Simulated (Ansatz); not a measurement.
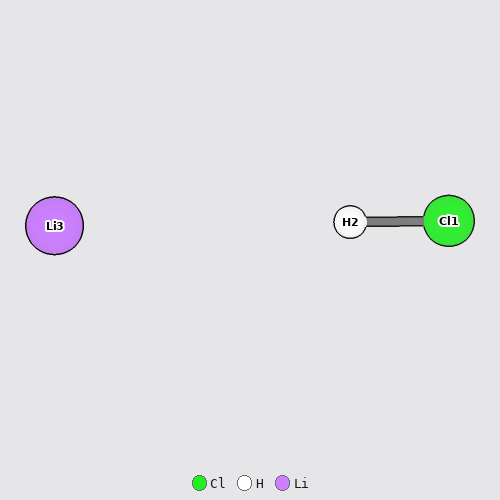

The system is Cl + HLi, spin multiplicity 2; the picture shows the reference structure. 
- First axis: distance Cl1–H2. Second axis: distance H2–Li3.
- Nothing is relaxed (the angle Cl1–H2–Li3 is fixed at 180 degrees).
- The scan uses a 17 × 17 grid.
- Energies are in kJ/mol, from the lowest grid point.
- Energies and slopes of some neighbouring points disagree (a jump in structure or state, or too coarse a mesh). In part of the range the unrestricted reference is strongly spin-contaminated.
- Level of theory: UHF/aug-cc-pVTZ in Ansatz 0.2.0.

Its coordinates:

| atom | x (Å) | y (Å) | z (Å) |
| --- | --- | --- | --- |
| Cl | -1.2250 | 0.0000 | 0.0000 |
| H | 0.0000 | 0.0000 | 0.0000 |
| Li | 3.6720 | 0.0000 | 0.0000 |

Range: distance Cl1–H2 from 1.064 to 3.464 Å; distance H2–Li3 from 1.272 to 3.672 Å.

Q: What landscape does the calculation give?

A: The lowest grid point is at distance Cl1–H2 = 1.225 Å, distance H2–Li3 = 3.672 Å. It lies in a valley that leaves the map towards separated partners. The highest grid point, distance Cl1–H2 = 3.464 Å, distance H2–Li3 = 3.672 Å, lies 311 kJ/mol above the lowest.

```tsv
distance H2–Li3 ↓, distance Cl1–H2 →	1.064	1.225	1.460	1.735	2.039	2.367	2.715	3.082	3.464
3.672	102	0	41	170	263	296	307	310	311
3.290	104	2	41	164	257	291	302	306	307
2.923	109	6	42	154	239	283	292	296	297
2.575	118	14	45	139	203	247	269	275	277
2.247	132	27	51	120	167	205	223	231	235
1.943	153	48	64	105	138	167	182	188	191
1.668	182	80	91	103	124	147	158	164	167
1.433	224	126	141	130	140	159	169	175	178
1.272	272	179	204	179	184	201	211	216	220
```

The table holds every second grid line.

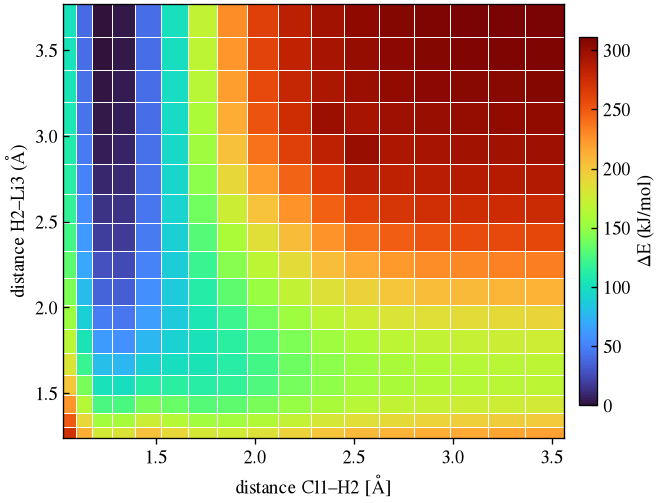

Drawn: one coloured cell a grid point.

The whole map (289 points run) took 14 min on 1 thread of Intel(R) Xeon(R) 6975P-C (Granite Rapids), on a shared host.
